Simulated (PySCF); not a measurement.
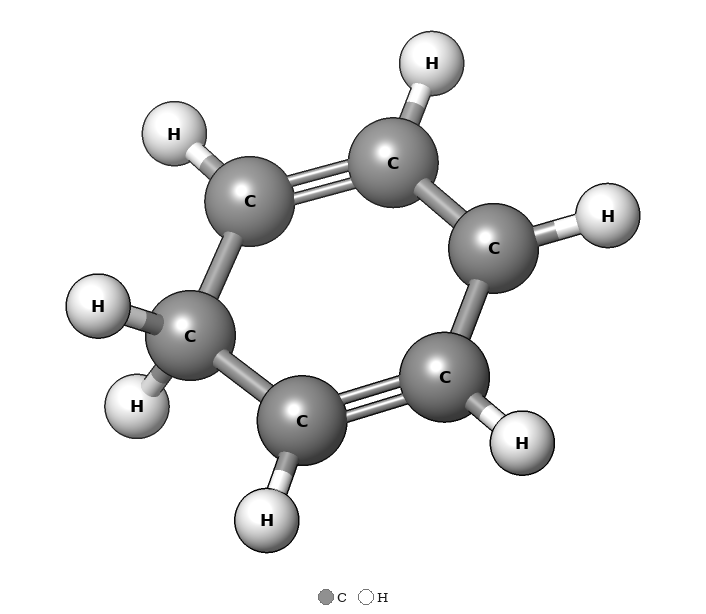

Charge 0, doublet. Computed geometry: PBE0-D3(BJ)/def2-SVP optimisation. No frequency run is at hand to confirm it as a minimum. Program: PySCF 2.14.0.

Compare g (isotropic) at these levels: UHF; UKS B3LYP; UKS BHandHLYP; UKS CAM-B3LYP; UKS PBE; UKS PBE0.

```csv
level,g (isotropic)
UHF,2.00257
UKS B3LYP,2.00265
UKS BHandHLYP,2.00263
UKS CAM-B3LYP,2.00266
UKS PBE,2.00266
UKS PBE0,2.00265
```

The run warned: <S^2> over 10 % above the exact value. The determinant isn't a pure spin state (⟨S²⟩ up to 1.18).
